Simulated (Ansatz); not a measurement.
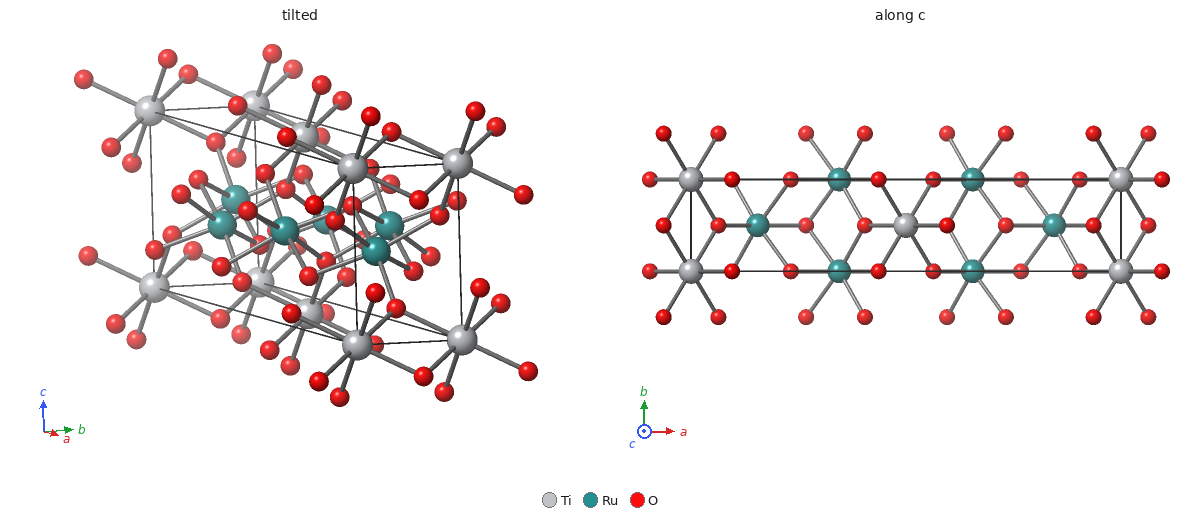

Ball-and-stick drawing of the structure, looking slightly off an axis and along the c axis. The conventional unit cell is drawn as a box. Some atoms of the next cells are drawn as well.

TiRu2O6, space group C2/m (No. 12), a = 14.324 Å, b = 3.050 Å, c = 4.764 Å, α = 90.00°, β = 93.90°, γ = 90.00°. Its origin is a structure type filled with these elements by a generator (whether the compound takes this form wasn't checked). Earlier steps of the study may have refined or changed the cell and positions. It was run through Ansatz as a DFT input.

This one geometry was computed with Ansatz (DFT, plane waves, PAW) at three levels of theory: PBE+U (U_eff = 4.00 eV on Ti d), PBE and r2SCAN.

### Which level gives the highest pressure at this volume, and what does that say about its equilibrium volume?

Highest: PBE+U (U_eff = 4.00 eV on Ti d) (1.2 GPa), which points to the largest equilibrium volume. Lowest, with the smallest volume: r2SCAN (-5.2 GPa). Levels within 0.5 GPa of each other can't be told apart.

### How does the band gap change with the level of theory?

All levels give a metal.

### Collect the results in a table.

| level | cutoff (eV) | k-mesh of the run's cell | gap (eV) | pressure (GPa) |
| --- | --- | --- | --- | --- |
| PBE+U (U_eff = 4.00 eV on Ti d) | 420 | 12×12×8 | metal | 1.2 |
| PBE | 420 | 12×12×8 | metal | 0.0 |
| r2SCAN | 500 | 12×12×8 | metal | -5.2 |

Gaps are taken on the k-mesh or band path of each run.
